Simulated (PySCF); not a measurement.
# C2H9BClN: geometry, spin-spin couplings

Aim: predict the spin-spin couplings of C2H9BClN (`CC[B@H-]([NH3+])Cl`).

The runs use PySCF 2.14.0, with density-fitted response routines of our own; the level of theory stands in each step. All values are computed, except where a source is named. Atoms count from 0, in the outputs and in this text.

### Step 1. The starting structure

14 atoms, charge 0, multiplicity 1; geometry from: GFN2-xTB. The atoms were then displaced at random by about 0.01 Å, so the start is not that level's minimum.

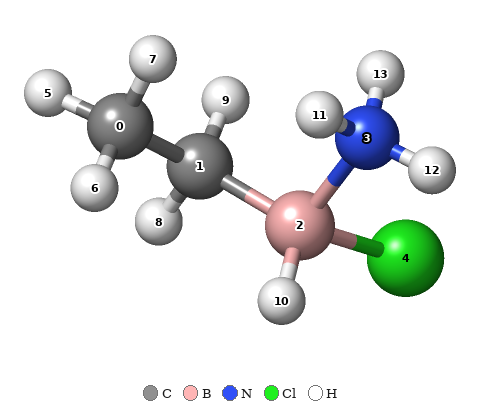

The starting geometry (carbon grey, boron pink, nitrogen blue, chlorine green, hydrogen white), atoms numbered; sticks join atoms by distance.

### Step 2. Optimising the geometry at PBE0-D3(BJ)/def2-SVP

The job: settings as JSON, then the geometry in Å.

```
{"job": {"xc": "PBE0", "basis": "def2-SVP", "d3": "d3bj", "grid": 1, "shake": 0.01, "kind": "geom"}, "charge": 0, "multiplicity": 1}
C     -1.555990     0.489290     0.380360
C     -0.778170    -0.290900    -0.654180
B      0.609080    -0.861650    -0.092200
N      1.597500     0.425170     0.327360
Cl     1.653860    -1.625660    -1.437850
H     -2.561280     0.780620    -0.018670
H     -1.708940    -0.071190     1.283080
H     -1.057280     1.449830     0.638290
H     -1.395470    -1.114550    -0.965280
H     -0.618720     0.336790    -1.525330
H      0.559380    -1.583040     0.863260
H      1.170260     0.929330     1.123210
H      2.466020     0.089590     0.547600
H      1.612600     1.031290    -0.477400
```

Started as:

```
$ OMP_NUM_THREADS=1 python probes_run.py task.json out
```

The driver reads the jobs from task.json and runs them one after another.

**Question.** This job is followed by: B3LYP/cc-pVTZ indirect spin-spin coupling, non-relativistic, gas phase; B3LYP/6-31G* indirect spin-spin coupling, non-relativistic, gas phase. What will the session give for the following? point group; rotational constants (main isotopes); largest coupling of the table (B3LYP/cc-pVTZ); range of J(B2,H10), mean over like pairs.

**Answer**, as computed:

```
                                     quantity                     value
                                  point group                        C1
         rotational constants (main isotopes)      6.33, 2.10, 1.69 GHz
largest coupling of the table (B3LYP/cc-pVTZ)  ¹J(B,H) B2–H10, 135.2 Hz
     range of J(B2,H10), mean over like pairs         135.2 to 139.6 Hz
```

In words: The start of the PBE0/def2-SVP relaxation was shaken at random by about 0.01 Å, so part of the energy gained, and of the first lengths quoted, undoes that. Over 5 steps the energy fell by 0.223 eV; of the close pairs, N3–H12 changed most, 0.957 to 1.021 Å. In the run at B3LYP/cc-pVTZ, the largest coupling of the table is B2–H10, 135.2 Hz, of which the Fermi-contact term gives 134.6 Hz. Couplings across rotatable bonds belong to this one conformer; where others are populated, the observed values are averages. The coupling B2–H10, as a mean over pairs of its kind, runs from 135.2 Hz (B3LYP/cc-pVTZ) to 139.6 Hz (B3LYP/6-31G*). Couplings from bases without tight functions are rough.
